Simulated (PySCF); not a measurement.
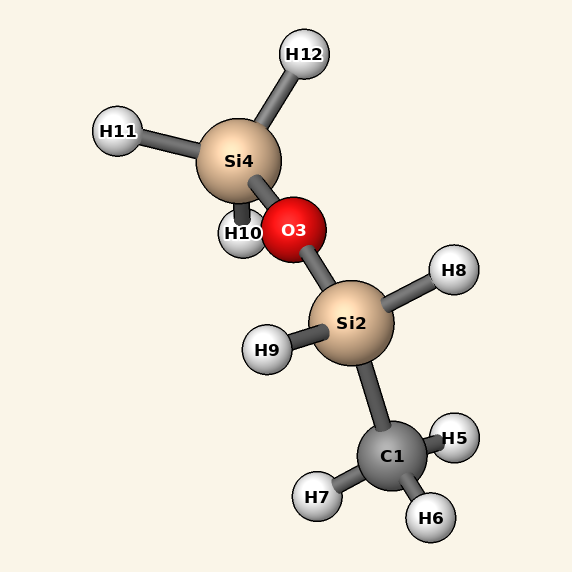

The computed structure is the end point of a PBE0-D3(BJ)/def2-SVP optimisation. No frequency run is at hand to confirm it as a minimum. Properties computed with GIAO WP04/pcSseg-2 NMR shielding, non-relativistic, gas phase (PySCF 2.14.0). Principal shieldings σ11 ≤ σ22 ≤ σ33, span Ω = σ33 − σ11, skew κ = 3(σiso − σ22)/Ω.

Give the shielding tensors of the C atoms.

```tsv
atom	σ11	σ22	σ33	σiso	Ω	κ
C1	162.7	175.0	179.9	172.5	17.2	−0.43
```

Shieldings and span in ppm.
